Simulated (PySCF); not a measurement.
SMILES N[SiH2][SiH2]O, GFN2-xTB optimised geometry. Atoms within 1.6 Å of the plane z = 0.0 Å (x, y, z in Å): N1 (2.14, -1.39, -0.22), Si2 (1.41, 0.16, 0.00), Si3 (-0.89, 0.16, 0.00), O4 (-1.24, 1.76, 0.00), H5 (2.05, -2.07, 0.52), H6 (2.03, -1.86, -1.10), H7 (2.00, 0.95, -1.09), H8 (1.99, 0.61, 1.27), H9 (-1.56, -0.47, 1.16), H10 (-1.56, -0.47, -1.16), H11 (-2.14, 2.07, 0.00).

Calculation: PBE/def2-TZVP run with PySCF. Cells within 0.4 Å of a nucleus heavier than hydrogen are left out (blank, or x).

Map of the HOMO amplitude (bohr^(-3/2)) on the plane z = 0.0 Å; orbital energy -5.66 eV, overall sign arbitrary:

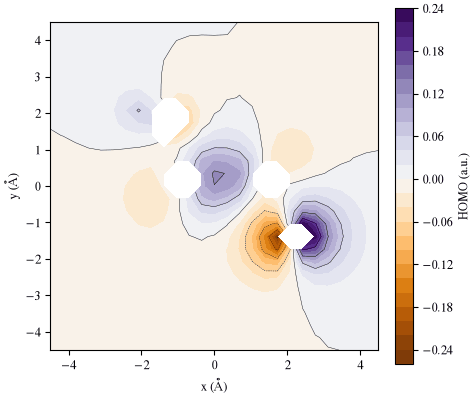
Fig. 1. HOMO amplitude (bohr^(-3/2)) on the plane z = 0.0 Å.
